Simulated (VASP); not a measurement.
Band structure of K₃Sb₂Au₃ (space group R-3m). Level of theory: LDA (Ceperley-Alder, Perdew-Zunger), VASP's LDA PAW potentials (set 64) (plane waves; VASP).

Unless said otherwise, spin-orbit coupling is left out, though it shifts the bands of the heavy elements here.

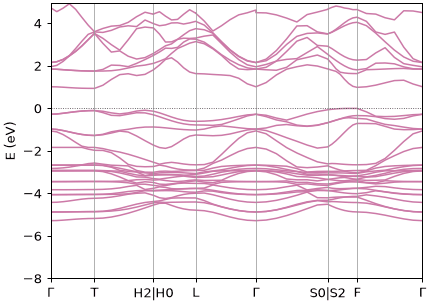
Figure. Bands along high-symmetry lines, zero at the valence-band maximum or, without a gap, the Fermi level

Task: Read the plot: is there a gap, and where are the band edges?

Result: The gap is indirect, 0.94 eV, from the valence maximum at S2-F at 0.86 to the conduction minimum at T.

The structure comes from a computed database's K3Sb2Au3 entry (R-3m); how it stands against other phases isn't given here. The cell was not relaxed at this level.
